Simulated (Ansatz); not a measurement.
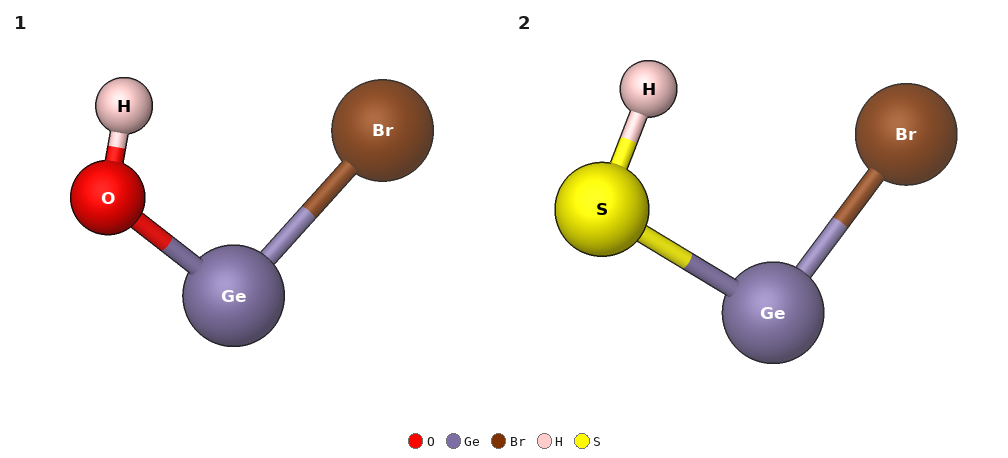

2 molecules with one skeleton, seen from the same side and at one scale. Each species is neutral and a spin singlet. Computed geometries: PBE0-D4/def2-TZVP optimisations, one conformation each. Properties computed with Ansatz 0.2.0.

One atom differs, called X below: O in panel 1, S in panel 2. Their formulas are BrGeHO (`[OH][Ge][Br]`), BrGeHS (`[SH][Ge][Br]`).

> In which is the HOMO–LUMO gap larger (r2SCAN-D4/def2-TZVPP)?

In panel 1 (X = O).

> In which is the angle Ge–X–H larger (PBE0-D4/def2-TZVP)?

In panel 1 (X = O).

Give the values. With PBE0-D4/def2-TZVP: length of X–Ge (Å), length of X–H (Å), angle Ge–X–H (°), harmonic zero-point energy (kJ/mol). With r2SCAN-D4/def2-TZVPP: dipole moment (D), HOMO energy (Kohn–Sham orbital) (eV), HOMO–LUMO gap (eV).

| quantity | 1 (O) | 2 (S) | 2 − 1 |
| --- | --- | --- | --- |
| length of X–Ge (Å) | 1.771 | 2.237 | +0.466 |
| length of X–H (Å) | 0.963 | 1.344 | +0.381 |
| angle Ge–X–H (°) | 115.4 | 96.8 | −18.6 |
| dipole moment (D) | 0.80 | 0.84 | +0.04 |
| HOMO energy (Kohn–Sham orbital) (eV) | −7.08 | −6.71 | +0.37 |
| HOMO–LUMO gap (eV) | 3.91 | 3.24 | −0.67 |
| harmonic zero-point energy (kJ/mol) | 37.8 | 26.8 | −11.0 |
